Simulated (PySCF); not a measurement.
Consider C6H5Cl (SMILES C#C/C=C(\Cl)C=C).

```yaml
atoms:
  - { symbol: C, position_ang: [3.2858, -0.8957, 0.1125] }
  - { symbol: C, position_ang: [2.2564, -0.2741, 0.1138] }
  - { symbol: C, position_ang: [1.0570, 0.4519, 0.1162] }
  - { symbol: C, position_ang: [-0.1602, -0.0966, -0.0553] }
  - { symbol: Cl, position_ang: [-0.2895, -1.8076, -0.2954] }
  - { symbol: C, position_ang: [-1.3822, 0.6740, -0.0502] }
  - { symbol: C, position_ang: [-2.6057, 0.1811, -0.2138] }
  - { symbol: H, position_ang: [4.1853, -1.4353, 0.1112] }
  - { symbol: H, position_ang: [1.1412, 1.5203, 0.2653] }
  - { symbol: H, position_ang: [-1.2374, 1.7353, 0.1052] }
  - { symbol: H, position_ang: [-2.7761, -0.8702, -0.3694] }
  - { symbol: H, position_ang: [-3.4735, 0.8162, -0.1984] }
```

Geometry: GFN2-xTB.

These are results of PySCF, PBE0/def2-SVPD, SCF density, gas phase, not measurements.

**What can the converged electron density and electron localisation function tell about the bonding?**

C–C (1.20 Å): ρ at the midpoint is about 2.7 e/Å³; the ELF peaks at about 0.85 between the atoms (a multiple bond).
C–Cl (1.73 Å): ρ is about 1.4 e/Å³ halfway; the ELF peaks at about 0.90 between the atoms; a covalent bond.
C–H (1.05 Å): the density is about 2.1 e/Å³ at the midpoint; the ELF climbs to about 1 towards the hydrogen, as it does in any bond to H; a covalent bond by its length.
C–C (1.33 Å): the density is about 2.3 e/Å³ at the midpoint; the ELF peaks at about 0.95 between the atoms (a multiple bond).

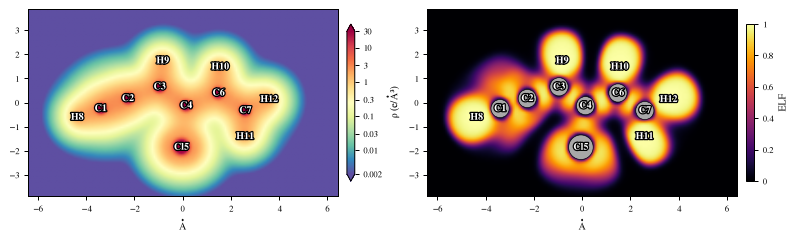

Computed electron density and electron localisation function on the molecular plane, in this order. Grey discs cover the atomic cores in the ELF map. 
